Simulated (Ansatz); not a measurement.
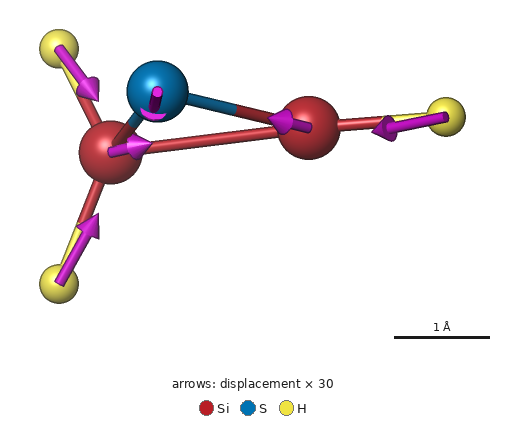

This is a relaxation of Si$_{2}$H$_{3}$S (charge +1). The starting structure is drawn; purple arrows show the displacements, magnified 30 times. The two geometries are superimposed by the best rigid fit.

The picture is a ball-and-stick view, seen at a tilt.

It is one of the separated reactants of a reaction.

Theory: Ansatz, RKS PBE0-D4/def2-TZVP. Set-up: force threshold 0.005 eV/Å; at most 200 steps.

Q: What happened in the run?

A: After 3 geometry steps the energy has fallen by 3.59 kJ/mol. The largest force component goes from 0.87 to 0.0045 eV/Å. An H atom moves most after the best rigid fit: 0.032 Å. By element the largest moves are H 0.032 Å, S 0.028 Å, Si 0.019 Å. Near-neighbour distances that change, for instance: S–Si 2.266 → 2.223 Å, S–Si 2.068 → 2.032 Å, Si–Si 2.267 → 2.240 Å, H–Si 1.499 → 1.479 Å.
